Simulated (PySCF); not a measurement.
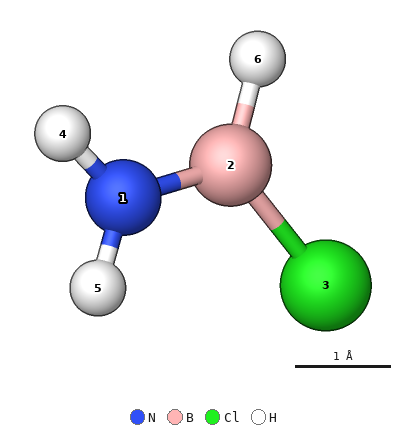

Fig. 1: The input geometry (ball-and-stick view, seen at a tilt; atoms are numbered from 1 in the order of the input). Bond lengths as drawn: B–Cl 1.72 Å, B–H 1.17 Å, B–N 1.38 Å and H–N 1.01 Å.

BNH3Cl: excited-state calculation

The run: excited-state calculation of BNH3Cl, SMILES NBCl. Method and program: TDDFT wB97X-D/def2-SVPD, vertical, gas phase, core orbitals frozen in the response (PySCF 2.14.0).

The geometry comes from this level: GFN2-xTB. It belongs to a series of runs on one base structure; here: H on B replaced by Cl.

**Output**
```
coarse grid: 5632 points
cycle   1  E = -541.3881119805  dE =  2.773e-01  |g| = 3.174e-01  |ddm| = 2.909e+00
cycle   2  E = -541.4026025858  dE = -1.449e-02  |g| = 2.601e-01  |ddm| = 6.621e-01
cycle   3  E = -541.4163100849  dE = -1.371e-02  |g| = 3.616e-02  |ddm| = 2.676e-01
cycle   4  E = -541.4166560264  dE = -3.459e-04  |g| = 1.483e-02  |ddm| = 6.550e-02
cycle   5  E = -541.4167143310  dE = -5.830e-05  |g| = 2.880e-03  |ddm| = 2.242e-02
cycle   6  E = -541.4167170749  dE = -2.744e-06  |g| = 7.776e-04  |ddm| = 6.315e-03
final grid: 50064 points
cycle   7  E = -541.4757906394  dE = -2.881e-05  |g| = 5.710e-03  |ddm| = 5.500e-02
cycle   8  E = -541.4757909101  dE = -2.707e-07  |g| = 5.795e-03  |ddm| = 1.385e-02
cycle   9  E = -541.4757978572  dE = -6.947e-06  |g| = 2.961e-04  |ddm| = 4.448e-03
cycle  10  E = -541.4757978899  dE = -3.263e-08  |g| = 1.213e-04  |ddm| = 1.165e-03
cycle  11  E = -541.4757978944  dE = -4.538e-09  |g| = 1.414e-05  |ddm| = 3.434e-04
cycle  12  E = -541.4757978946  dE = -1.393e-10  |g| = 5.865e-06  |ddm| = 4.898e-05
```

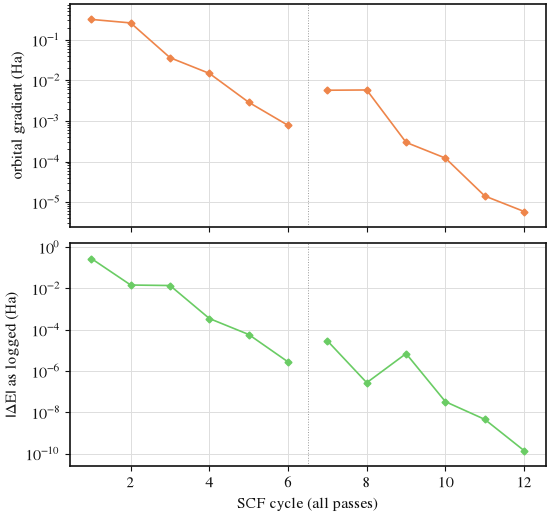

Fig. 2: Convergence of the self-consistent field: orbital gradient and size of the energy change against the SCF cycle. The dotted line marks the change from a coarse to the final integration grid. The first 6 cycles use a coarse grid, the final grid takes over at cycle 7, and the field converges after 12 cycles in all.

```
converged SCF energy = -541.4757978946

Static polarisability (au): isotropic 37.180, principal 29.557 36.257 45.727

Singlet excitations
state   eV       nm        f      main configurations
  1   7.3238    169.3   0.00178   H-1->L+1 0.98
  2   7.7699    159.6   0.01652   H->L 0.85
  3   7.8130    158.7   0.17700   H->L+1 0.91
  4   8.5139    145.6   0.09249   H-1->L 0.80
  5   8.9886    137.9   0.01315   H->L+2 0.57, H-3->L+1 0.10
  6   9.0430    137.1   0.04383   H->L+3 0.62, H->L+5 0.15, H-2->L 0.10
  7   9.1376    135.7   0.01743   H-3->L+1 0.87
  8   9.3205    133.0   0.05170   H-1->L+2 0.47, H-1->L+3 0.27, H-1->L 0.09

Triplet excitations (Tamm-Dancoff, eV): 6.3488 7.0167 7.6073
```

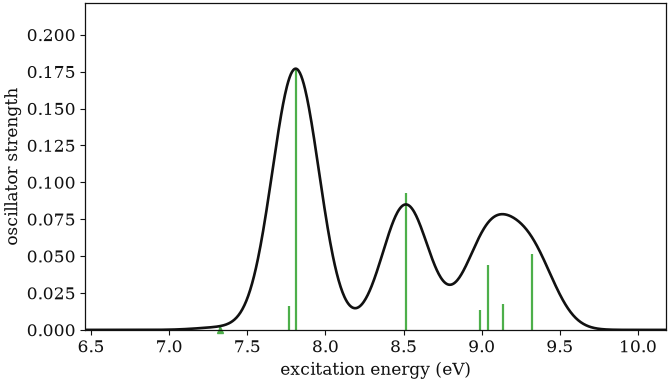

Fig. 3: Computed excitations as sticks (degenerate states added up, dark ones marked on the axis), with a Gaussian envelope of 0.35 eV full width at half maximum, scaled to the tallest. Of the 8 states the lowest lies at 7.32 eV (f = 0.002); the strongest line is at 7.81 eV, or 159 nm (f = 0.177).

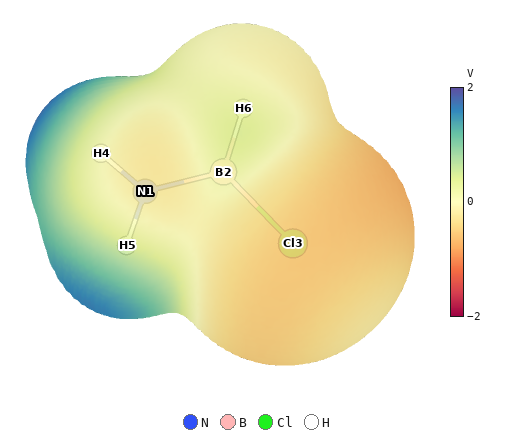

Fig. 4: The electrostatic potential painted on the density surface at 0.001 e/bohr³, seen at a tilt; red is negative and blue positive.

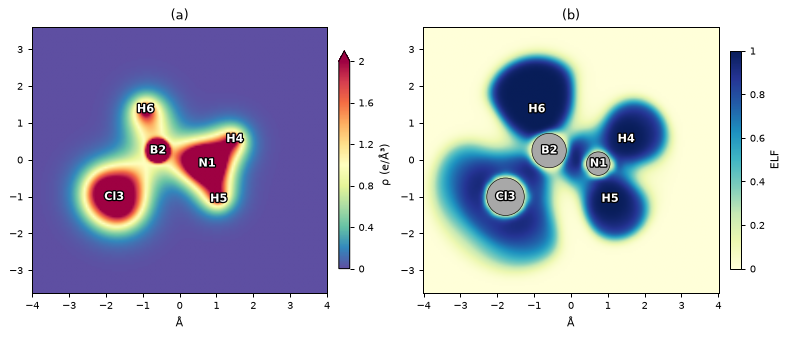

Fig. 5: (a) total electron density; (b) electron localisation function on the molecular plane. Grey discs, where drawn, cover atomic cores. The section cuts through N, B, Cl and H sites. B–N (1.38 Å): ρ is about 2 e/Å³ halfway; the ELF peaks at about 0.95 between the atoms (a polar covalent bond).

This output came from the following input.

**Input**
```
{"job": {"kind": "uv", "xc": "wB97X-D", "basis": "def2-SVPD", "nstates": 8, "ntriplets": 3}, "charge": 0, "multiplicity": 1}
N     -0.746568    -0.063130     0.002857
B      0.606763     0.211633     0.015434
Cl     1.711440    -1.091458    -0.208806
H     -1.458537     0.635650     0.126860
H     -1.118985    -0.989151    -0.132405
H      1.009009     1.298447     0.174486
```

The first line tells a small driver script what to run in PySCF; the rest is the geometry in Å.

Launched with:
```bash
OMP_NUM_THREADS=1 python <driver script> task.json out
```

**Key numbers**

```json
{"quantity": "outcome", "value": "converged"}
{"quantity": "total energy", "value": "−541.475798 hartree"}
{"quantity": "HOMO", "value": "−10.34 eV"}
{"quantity": "LUMO", "value": "1.80 eV"}
{"quantity": "dipole moment", "value": "2.57 D"}
{"quantity": "mean polarisability", "value": "37.18 a.u."}
{"quantity": "lowest singlet excitation", "value": "7.32 eV"}
{"quantity": "hardware", "value": "1 CPU thread, shared host"}
{"quantity": "wall time", "value": "8.4 s"}
{"quantity": "peak memory", "value": "0.37 GiB"}
```
